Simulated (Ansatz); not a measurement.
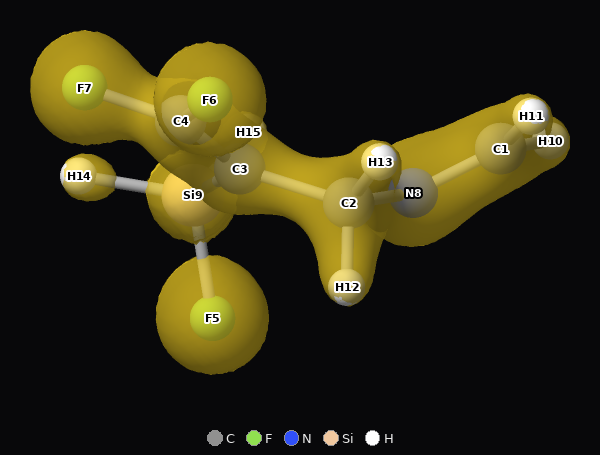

*C4H6F3NSi (SMILES C=NCC([SiH2]F)=C(F)F). Isosurface of the electron density at 1 e/Å³ (yellow), seen from one side.*

Geometry: PBE-D3(BJ)/def2-SVP.

Method: isolated molecule in a Gaussian basis; Kohn-Sham density functional theory, functional PBE0 (Ansatz 0.2.0).

```csv
atom,x (Å),y (Å),z (Å)
C,0.2135,-2.3373,2.1342
C,0.3896,-0.3669,0.8644
C,-0.6653,0.1749,-0.0801
C,-0.3900,0.3533,-1.3830
F,-2.1161,1.5336,1.9606
F,0.7798,0.0837,-1.9573
F,-1.2333,0.8193,-2.2943
N,-0.2617,-1.1862,1.8722
Si,-2.3465,0.5690,0.6514
H,-0.2761,-2.9642,2.9052
H,1.1126,-2.7646,1.6240
H,0.8534,0.4913,1.4046
H,1.2090,-0.8954,0.3180
H,-3.1499,1.3438,-0.3505
H,-3.0912,-0.6549,1.0824
```

### What does this surface tell about the bonding?

At this value the surface falls into five separate pieces. It bridges the sampled C–N (1.27 Å), C–F (1.33 Å) and C–C (1.34 Å) contacts, where the density stays above the isovalue. It is pinched off along the sampled Si–F (1.64 Å) contacts. On the grid the lowest density along these lines, outside the cores, is 2.6 e/Å³ (C–N, 1.27 Å), 1.8 e/Å³ (C–F, 1.33 Å), 2.2 e/Å³ (C–C, 1.34 Å) and 0.81 e/Å³ (Si–F, 1.64 Å).
